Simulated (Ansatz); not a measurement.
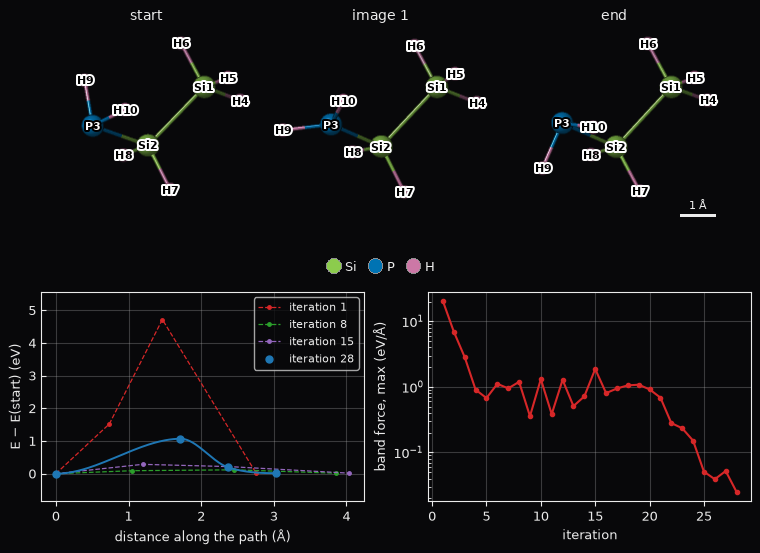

NEB run on Si₂PH₇. Images are numbered from 0 (start) to 3 (end). The plot follows the band through its iterations. Style: ball-and-stick. Shown at a tilt.

Level of theory: Ansatz, RKS B3LYP-D4/def2-SVPD.

Input
```yaml
crystal:
  periodic: [false, false, false]
  atoms:
    - { symbol: Si, position_ang: [-1.231487, 0.692397, -0.673815] }
    - { symbol: Si, position_ang: [0.251197, -1.042955, -0.113346] }
    - { symbol: P, position_ang: [1.950243, -0.356757, 1.254725] }
    - { symbol: H, position_ang: [-2.331535, 0.224112, -1.56759] }
    - { symbol: H, position_ang: [-0.480252, 1.778828, -1.367544] }
    - { symbol: H, position_ang: [-1.831856, 1.251574, 0.572312] }
    - { symbol: H, position_ang: [0.878461, -1.615587, -1.341013] }
    - { symbol: H, position_ang: [-0.468279, -2.14169, 0.596331] }
    - { symbol: H, position_ang: [1.094078, 0.348649, 2.156025] }
    - { symbol: H, position_ang: [2.25253, 0.810329, 0.486915] }
basis:
  gaussian: { orbitals: def2-SVPD }
hamiltonian:
  xc: b3lyp
  dispersion: d4
neb:
  order_check: false
  images: 2
  f_tol: 0.05
  max_iterations: 60
  climbing: true
  final_atoms:
    - { symbol: Si, position_ang: [-1.36813824, 0.72916618, -0.79962432] }
    - { symbol: Si, position_ang: [0.13827295, -0.85473463, 0.06869665] }
    - { symbol: P, position_ang: [1.45859726, 0.18493493, 1.61796459] }
    - { symbol: H, position_ang: [-2.26611516, 0.10733272, -1.81560504] }
    - { symbol: H, position_ang: [-0.61301158, 1.84198536, -1.445921] }
    - { symbol: H, position_ang: [-2.20117997, 1.29541441, 0.29990469] }
    - { symbol: H, position_ang: [0.92249876, -1.48284058, -1.03595003] }
    - { symbol: H, position_ang: [-0.61144427, -1.93234657, 0.77936673] }
    - { symbol: H, position_ang: [2.42456439, -0.86650343, 1.68729815] }
    - { symbol: H, position_ang: [2.19905585, 0.9264916, 0.64686959] }
  initial_path:
    images:
      - { positions_ang: [[-1.231487, 0.692397, -0.673815], [0.251197, -1.042955, -0.113346], [1.950243, -0.356757, 1.254725], [-2.331535, 0.224112, -1.56759], [-0.480252, 1.778828, -1.367544], [-1.831856, 1.251574, 0.572312], [0.878461, -1.615587, -1.341013], [-0.468279, -2.14169, 0.596331], [1.094078, 0.348649, 2.156025], [2.25253, 0.810329, 0.486915]] }
      - { positions_ang: [[-1.27250269, 0.67270246, -0.70268932], [0.22077387, -0.92820299, -0.09468686], [1.80909403, -0.10416019, 1.22689651], [-2.31759592, 0.1508154, -1.59680449], [-0.61460103, 1.7937879, -1.45293884], [-1.95563491, 1.2885058, 0.49494454], [0.90860137, -1.50118547, -1.28939451], [-0.42420321, -2.01304551, 0.64523703], [1.17518617, 0.00965279, 2.41363083], [2.55398232, 0.58002982, 0.35880511]] }
      - { positions_ang: [[-1.31805311, 0.68495885, -0.74462576], [0.18313252, -0.86546286, -0.03400598], [1.64521212, 0.07640379, 1.34797637], [-2.29578931, 0.11188897, -1.67947617], [-0.65885422, 1.81484035, -1.4790645], [-2.0787429, 1.30311927, 0.4041421], [0.92328063, -1.45693667, -1.18770685], [-0.47192496, -1.94326437, 0.70624894], [1.61868164, -0.39539802, 2.25738855], [2.5361576, 0.61875068, 0.41212331]] }
      - { positions_ang: [[-1.36813824, 0.72916618, -0.79962432], [0.13827295, -0.85473463, 0.06869665], [1.45859726, 0.18493493, 1.61796459], [-2.26611516, 0.10733272, -1.81560504], [-0.61301158, 1.84198536, -1.445921], [-2.20117997, 1.29541441, 0.29990469], [0.92249876, -1.48284058, -1.03595003], [-0.61144427, -1.93234657, 0.77936673], [2.42456439, -0.86650343, 1.68729815], [2.19905585, 0.9264916, 0.64686959]] }
```

Launched with:
```bash
ansatz run input.yaml --threads 2 --pin off --max-ram 3072MiB --backend cpu --events-out ev --progress --plain --runs-dir out
```

### Did the band converge, and can the barrier be trusted?

The run is converged, with reservations. The band converged in 28 iterations. The largest component of the band force went from 20 to 0.025 eV/Å. The climbing image converged on the top of the path. Its curvatures weren't checked. So few images resolve the path coarsely. The first iteration put the highest image at 4.72 eV. Forward barrier 1.07 eV, backward barrier 1.05 eV, with image 1 at the top; the reaction energy is +0.02 eV.

The run took 110 s on 2 threads of Intel(R) Xeon(R) 6975P-C (Granite Rapids), on a shared host, peak memory 0.32 GiB.
